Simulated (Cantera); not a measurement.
Input: 1 mol CuO, 6.2 mol HF, 0.45 mol N₂, at 825 K.

Method: chemical equilibrium by Gibbs-energy minimisation in Cantera with the NASA 1993 tables (ideal gas, pure condensed phases). Candidate condensed phases: Cu, CuF₂, CuO, Cu(OH)₂, Cu₂O, H₂O; 45 gas species. Rates play no part.

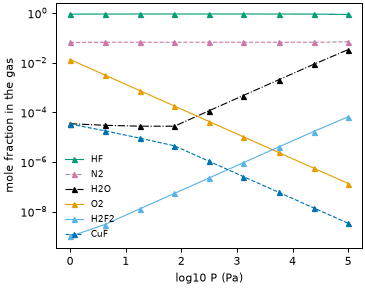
Fig. 1. Equilibrium gas composition (values under 1e-9 drawn at 1e-9)

From 1.00 Pa to 75.0 Pa the condensed part is CuO(s) + Cu₂O(s). From 3.20 mbar to 13.0 mbar the condensed part is CuF₂(s) + CuO(s) + Cu₂O(s). From 56.0 mbar to 1.00 bar the condensed part is CuF₂(s) + CuO(s). The main Cu-bearing gas is CuF at 1.00 Pa and CuF₂ at 1.00 bar.
